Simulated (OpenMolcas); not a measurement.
**Run report: Re⁶⁺ complex, multiconfigurational calculation**

- system: Re⁶⁺ with 6 ligands (Cl and NH3; tetragonal octahedron, 2.31 Å), with no charges around it.
- method: state-averaged SS-CASPT2, IPEA shift 0.25, imaginary shift 0.2 hartree, closed shells 5s 5p of the metal and the valence shells of the ligands correlated, active space 1 electron in the shell 5d, basis ANO-RCC-VTZP on the metal and ANO-RCC-VDZP on the ligands, DKH2 scalar Hamiltonian, spin-orbit coupling by RASSI with atomic mean-field integrals (OpenMolcas)

## Input
```
&GATEWAY
Coord
13

Re 0.0 0.0 0.0
Cl 2.310000 0.000000 0.000000
Cl 0.000000 2.310000 0.000000
Cl -2.310000 0.000000 0.000000
Cl 0.000000 -2.310000 0.000000
N 0.000000 0.000000 1.970430
H 0.945728 0.000000 2.352529
H -0.472864 0.819024 2.352529
H -0.472864 -0.819024 2.352529
N 0.000000 0.000000 -1.970430
H -0.945728 0.000000 -2.352529
H 0.472864 -0.819024 -2.352529
H 0.472864 0.819024 -2.352529
Basis=Re.ANO-RCC-VTZP,Cl.ANO-RCC-VDZP,H.ANO-RCC-VDZP,N.ANO-RCC-VDZP
Group=XYZ
NoMove
AngMom=0.0 0.0 0.0
AMFI
RICD
&SEWARD
&RASSCF
FileOrb=start.orb
Symmetry=1
Spin=2
nActEl=1 0 0
Inactive=38 42
Ras2=5 0
CIRoot=5 5 1
SDav=5
CIMx=300
Iter=150 100
PrWF=0.3
OrbListing=Nothing
MaxOrb=0
LevShft=1.0
>>> COPY $Project.JobIph JOB001
&RASSI
NrOfJobIphs=1 5
1 2 3 4 5
IphNames
JOB001
EJob
SpinOrbit
DIPRint=1.0
SOCoupling=1000.0
Subsets=2
Property=9
'ANGMOM' 1 'ANGMOM' 2 'ANGMOM' 3 'MLTPL  1' 1 'MLTPL  1' 2 'MLTPL  1' 3
'AMFI' 1 'AMFI' 2 'AMFI' 3
SOProperty=3
'ANGMOM' 1 'ANGMOM' 2 'ANGMOM' 3
>>> COPY JOB001 $Project.JobIph
&CASPT2
Multistate=5 1 2 3 4 5
NoMult
Frozen=25 27
IPEA=0.25
Imaginary=0.2
MaxIter=60
WThr=0.0 0.3 0.05
PrWF=0.5
NoMix
```

The file start.orb holds starting orbitals from an earlier step. A driver script formed the levels outside the program, from RASSI's spin-orbit matrix and the CASPT2 energies (for multi-state variants, the effective Hamiltonian), averaged over the components of each term or state. The log and the time are those of the CASPT2 step.

Run as:
```bash
OMP_NUM_THREADS=1 MOLCAS_MEM=2457 MOLCAS_PROJECT=a pymolcas a.inp > a.log  # once for each step of the input, in one work folder
```

## Output (extracts)
```
--- CASPT2 ---
Orbital specifications:
      -----------------------

      Symmetry species                           1   2
                                                ag  au
      Frozen orbitals                           25  27
      Inactive orbitals                         13  15
      Active orbitals                            5   0
      Secondary orbitals                        73  76
      Deleted orbitals                           0   0
      Number of basis functions                116 118
Type of calculation                        SS-CASPT2
      Fock operator                              state-specific
      IPEA shift                                 0.25
      Real shift                                 0.00
      Imaginary shift                            0.20
      The input orbitals will be transformed to quasi-canonical
Reference energy:      -18632.1452285569
      E2 (Non-variational):      -1.5892930928
      Shift correction:          -0.0138152876
      E2 (Variational):          -1.6031083804
      Total energy:          -18633.7483369373
      Residual norm:              0.0000005203
      Reference weight:           0.61426
      Contributions to the CASPT2 correlation energy
      Active & Virtual Only:          0.0000000087
      One Inactive Excited:          -0.0830947586
      Two Inactive Excited:          -1.5061983429
Reference energy:      -18632.1451493007
      E2 (Non-variational):      -1.5883068472
      Shift correction:          -0.0137687306
      E2 (Variational):          -1.6020755778
      Total energy:          -18633.7472248785
      Residual norm:              0.0000004669
      Reference weight:           0.61464
      Contributions to the CASPT2 correlation energy
      Active & Virtual Only:          0.0000000082
      One Inactive Excited:          -0.0821389105
      Two Inactive Excited:          -1.5061679449
::    CASPT2 Root  1     Total energy: -18633.74833694
::    CASPT2 Root  2     Total energy: -18633.74722488
::    CASPT2 Root  3     Total energy: -18633.73108333
::    CASPT2 Root  4     Total energy: -18633.58170361
::    CASPT2 Root  5     Total energy: -18633.54421864
```

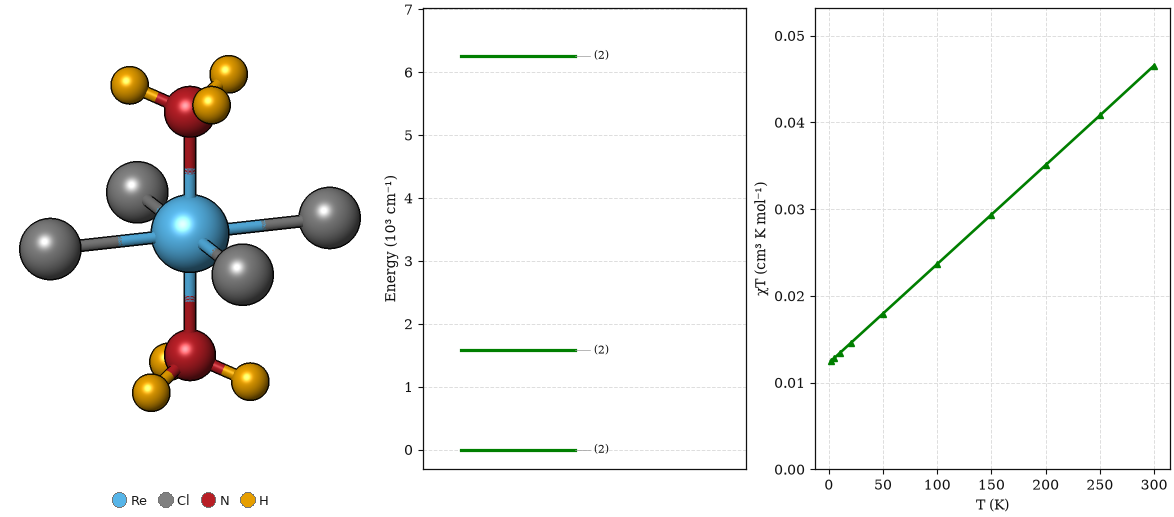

Fig. 1: Re⁶⁺ (5d) with 6 ligands, Cl⁻ with axial NH₃, at 2.31 Å (arrangement: tetragonal octahedron, Ci), axial distortion 0.853, and its levels and susceptibility. Labels give the representation in O, Td, D4 or D3 as the site allows (double group for half-integer spin) where it could be assigned and, in brackets, the degeneracy; spin-free states, where drawn, share the zero of the spin-orbit levels. Powder susceptibility by Van Vleck's formula. The ground level is a Kramers doublet, 100 % from states of spin multiplicity 2. Its principal g values are 0.05, 0.29 and 0.55. The next level lies at 1,580 cm⁻¹. χT is 0.0125 cm³ K mol⁻¹ at 2 K and 0.0466 at 300 K, an effective moment of 0.61 μB.

## Results in brief

```
                                 quantity                                                                 value
                                  outcome                                                             converged
      energy of the lowest spin-free term                                                  −18633.74834 hartree
    energy of the lowest spin-orbit level                                                  −18633.75488 hartree
                CASPT2 correlation energy                                                       −1.6031 hartree
largest spread among components of a term                                                              0.0 cm⁻¹
                  lowest reference weight                                                                 0.604
                                 hardware  1 thread of Arm Neoverse V1, 24 GiB of memory available, shared host
                                wall time                                                                  78 s
                              peak memory                                                              0.65 GiB
```

## Remarks

Limits: covalent bonds, ligand orbitals missing from the active space; distances are set from ionic radii, not optimised.
